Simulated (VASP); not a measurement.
Band structure of CaCd$_{2}$As$_{2}$ (space group P-3m1). These are LDA (Ceperley-Alder, Perdew-Zunger), VASP's LDA PAW potentials (set 64) (plane waves; VASP) values and carry that method's errors.

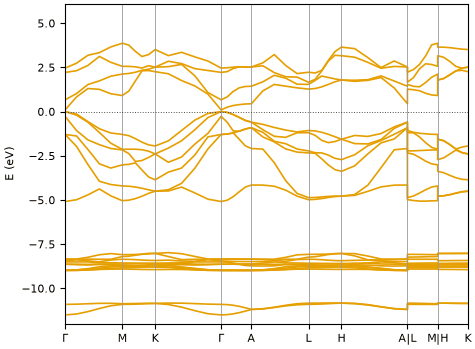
Figure. Bands along high-symmetry lines, zero at the valence-band maximum or, without a gap, the Fermi level

Problem. Read the plot: is there a gap, and where are the band edges?

Solution. The gap is direct, 0.10 eV, from the valence maximum at Γ to the conduction minimum at Γ.

The structure comes from a computed database's CaCd2As2 entry (P-3m1); how it stands against other phases isn't given here. The cell was not relaxed at this level.
